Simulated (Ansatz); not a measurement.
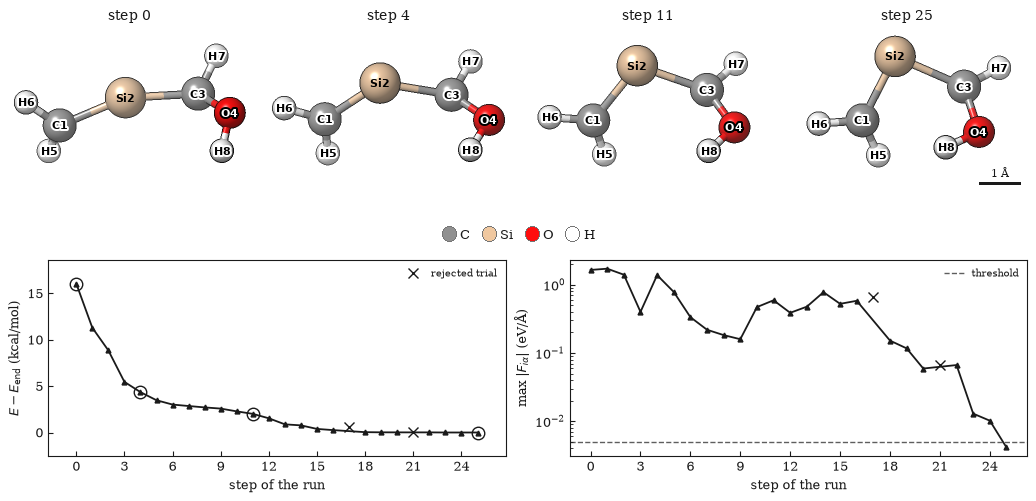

Frames of a relaxation of C₂H₄OSi, marked on the history of the run. A ball-and-stick model, seen at a tilt.

Computed with RKS PBE0-D4/def2-TZVP in Ansatz. Set-up: force threshold 0.005 eV/Å; at most 200 steps.

### What happens along the run?

The largest move after the best rigid fit is that of H5, 1.38 Å. By element the largest moves are H 1.38 Å, Si 1.07 Å, O 0.98 Å, C 0.67 Å. Some distances before and after: C3–O4 1.419 → 1.299 Å, Si2–C3 1.785 → 1.880 Å, O4–H8 0.961 → 0.985 Å, C1–Si2 1.755 → 1.771 Å. Bond angles that change, for instance: C1–Si2–C3 159.9° → 92.3°, Si2–C3–H7 117.6° → 128.4°, Si2–C1–H5 119.2° → 126.0°. The energy falls by 16.1 kcal/mol in 23 accepted moves (25 points after the start). The largest force component goes from 1.7 to 0.0041 eV/Å. The line search rejected the trial steps at points 17, 21 of the run. From step 0 to 4: Si2 moves most (0.59 Å), energy −11.7 kcal/mol. From step 4 to 11: H8 moves most (0.52 Å), energy −2.34 kcal/mol. From step 11 to 25: H8 moves most (0.57 Å), energy −2.01 kcal/mol.

| step | E − E(0), kcal/mol | largest force component, eV/Å | note |
| --- | --- | --- | --- |
| 0 | 0.00 | 1.6501 |  |
| 1 | -4.76 | 1.7215 |  |
| 2 | -7.21 | 1.4046 |  |
| 3 | -10.60 | 0.4007 |  |
| 4 | -11.70 | 1.3841 |  |
| 5 | -12.58 | 0.7853 |  |
| 6 | -13.04 | 0.3352 |  |
| 7 | -13.20 | 0.2191 |  |
| 8 | -13.35 | 0.1829 |  |
| 9 | -13.48 | 0.1592 |  |
| 10 | -13.78 | 0.4708 |  |
| 11 | -14.05 | 0.5926 |  |
| 12 | -14.53 | 0.3883 |  |
| 13 | -15.18 | 0.4776 |  |
| 14 | -15.29 | 0.7786 |  |
| 15 | -15.67 | 0.5255 |  |
| 16 | -15.80 | 0.5823 |  |
| 17 | -15.52 | 0.6546 | rejected |
| 18 | -16.02 | 0.1519 |  |
| 19 | -16.04 | 0.1168 |  |
| 20 | -16.04 | 0.0592 |  |
| 21 | -16.04 | 0.0657 | rejected |
| 22 | -16.04 | 0.0665 |  |
| 23 | -16.06 | 0.0129 |  |
| 24 | -16.06 | 0.0102 |  |
| 25 | -16.06 | 0.0041 |  |
